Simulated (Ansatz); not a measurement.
A series of calculations on SnSiNH9

**1. Relaxation**

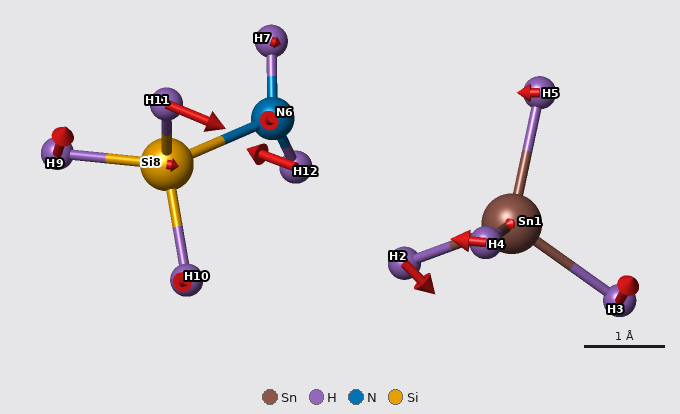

This is a relaxation of SnSiNH₉. The starting structure is drawn; red arrows show the displacements, at their true length. The two geometries are superimposed by the best rigid fit.

A ball-and-stick model, seen from a free direction.

The run prepares an end point of a later path (reaction) calculation, from a guessed geometry.

All numbers below come from Ansatz 0.2.0, RKS PBE/def2-SVP. Set-up: no spin polarisation; force threshold 0.03 eV/Å; at most 50 steps.

Q: Which element moves most?

A: Hydrogen: up to 0.81 Å, against 0.32 Å for nitrogen.

Q: What happened in the run?

A: After 15 accepted moves (18 points after the start) the energy has fallen by 8.60 kJ/mol. The largest force component goes from 0.63 to 0.028 eV/Å. The line search rejected the trial steps at points 4, 8, 15 of the run. The forces were under the threshold at step 14, but the run went on from there. The largest moves after the best rigid fit, 0.81 Å, are those of H11 and H12. By element the largest moves are H 0.81 Å, N 0.32 Å, Si 0.16 Å, Sn 0.11 Å. Some distances before and after: N6–H12 1.042 → 1.026 Å, Sn1–H2 1.739 → 1.725 Å, Sn1–H3 1.733 → 1.739 Å. Bond angles that change, for instance: H2–Sn1–H5 108.8° → 111.1°. The run took 28 s on 2 threads of AMD EPYC 7R43 64-Core Processor (Zen 3) (shared host), peak memory 0.16 GiB.

**2. Relaxation**

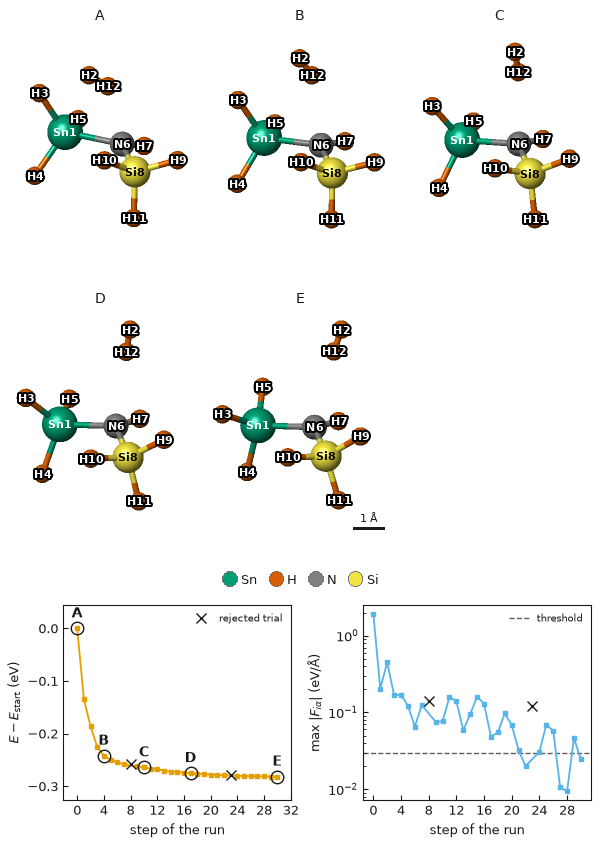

Frames of a relaxation of SnSiNH₉, marked on the history of the run. Style: ball-and-stick. Shown from a free direction.

The run prepares an end point of a later path (reaction) calculation, from a guessed geometry.

Computed with RKS PBE/def2-SVP in Ansatz. Settings: no spin polarisation; force threshold 0.03 eV/Å; at most 50 steps.

What happens along the run?

H2 moves most after the best rigid fit: 1.97 Å. Largest moves by element: H 1.97 Å, Sn 0.40 Å, Si 0.30 Å, N 0.27 Å. Some distances before and after: H2–H12 0.723 → 0.771 Å, Sn1–N6 2.093 → 2.075 Å, Sn1–H3 1.720 → 1.725 Å. Bond angles that change, for instance: H3–Sn1–N6 111.9° → 105.9°, Sn1–N6–Si8 130.7° → 125.8°, Sn1–N6–H7 109.1° → 112.5°. Groups turn about Sn1–N6 by about 25°. The energy falls by 0.282 eV in 28 accepted moves (30 points after the start). Largest force component: 1.9 eV/Å at the start, 0.025 eV/Å at the end. The line search rejected the trial steps at points 8, 23 of the run. The forces were under the threshold at step 22, but the run went on from there. The run took 43 s on 2 threads of AMD EPYC 7R43 64-Core Processor (Zen 3) (shared host), peak memory 0.16 GiB. From step 0 to 4: H2 moves most (0.77 Å), energy −0.242 eV. From step 4 to 10: H2 moves most (0.51 Å), energy −0.022 eV. From step 10 to 17: H2 moves most (0.56 Å), energy −0.011 eV. From step 17 to 30: H3 moves most (0.61 Å), energy −0.007 eV.

**3. Path**

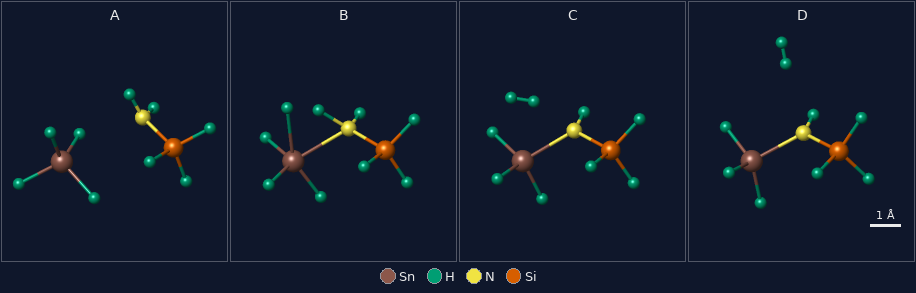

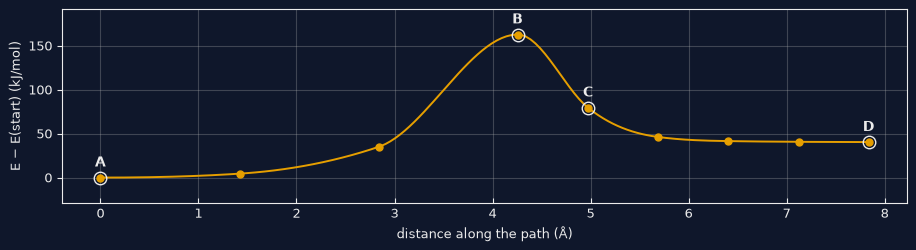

A search for the minimum-energy path of SnSiNH$_{9}$, made up at the start of SnH4 and SiNH5 by the nudged elastic band. Images are numbered from 0 (start) to 8 (end). Frames A to D are images 0, 3, 4, 8. Style: ball-and-stick. Shown at a tilt.

These are results of RKS PBE/def2-SVP in Ansatz 0.2.0, not measurements. Set-up: 7 movable images; climbing image; force threshold 0.03 eV/Å; iteration limit 60; starting path through a guess of the saddle point.

> What happens along the path, and what is the barrier?

Breaking: H–N (1.03 → 2.65 Å), H–Sn (1.73 → 4.53 Å). Forming: H–H (3.01 → 0.77 Å), N–Sn (3.31 → 2.07 Å). The energy climbs by 162.8 kJ/mol to image 3 and then falls by 122.4 kJ/mol, so the end point sits at +40.4 kJ/mol. The band converged in 38 iterations, with a climbing image at the top.

Limits of the set-up: the start holds two separate molecules, 3.0 Å apart at their closest, whose relative position is a soft coordinate and is computed without a dispersion correction.

The run took 5.7 min on 2 threads of AMD EPYC 7R43 64-Core Processor (Zen 3), on a shared host, peak memory 0.16 GiB.
